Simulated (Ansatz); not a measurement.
```cif
data_structure
_symmetry_space_group_name_H-M 'P 1'
_symmetry_Int_Tables_number 1
_cell_length_a 3.0830
_cell_length_b 3.0830
_cell_length_c 11.6666
_cell_angle_alpha 90.000
_cell_angle_beta 90.000
_cell_angle_gamma 120.000
_cell_volume 96.03
loop_
_atom_site_label
_atom_site_type_symbol
_atom_site_fract_x
_atom_site_fract_y
_atom_site_fract_z
_atom_site_occupancy
Be1 Be 0.33333 0.66667 0.00000 1
Be2 Be 0.66667 0.33333 0.00000 1
Be3 Be 0.00000 0.00000 0.68181 1
Be4 Be 0.00000 0.00000 0.31819 1
Os1 Os 0.00000 0.00000 0.50000 1
Pt1 Pt 0.00000 0.00000 0.87329 1
Pt2 Pt 0.00000 0.00000 0.12671 1
```

Space group P6/mmm; a structure generated by program, which may or may not match a known phase; computed without spin polarisation.

Theory: DFT PBE, scalar-relativistic, plane waves, PAW in Ansatz.

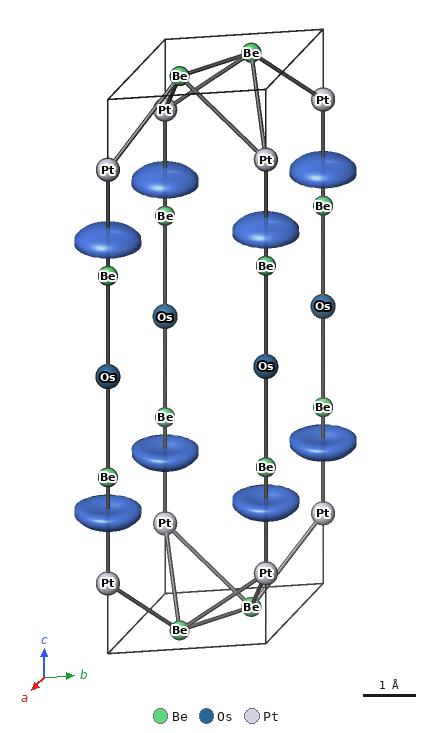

Be4OsPt2. Isosurface of the electron localisation function at 0.65 (blue), seen at an oblique angle. Core shells and regions of very low density are left out. Sticks mark near contacts.

In a PAW calculation such maps are meaningful between the atoms, not at the nuclei.

Question: Describe the localisation domains.

Answer: The ELF exceeds this value in two lobes of the valence shell of Be pointing towards Pt (polar bonds), counted in one cell of 7 atoms. Regions shared between cells count once.

Values along the shortest contacts:
Be–Be (1.78 Å): the ELF reaches about 0.50 near the midpoint. Be–Os (2.12 Å): the ELF is about 0.45 at the midpoint.
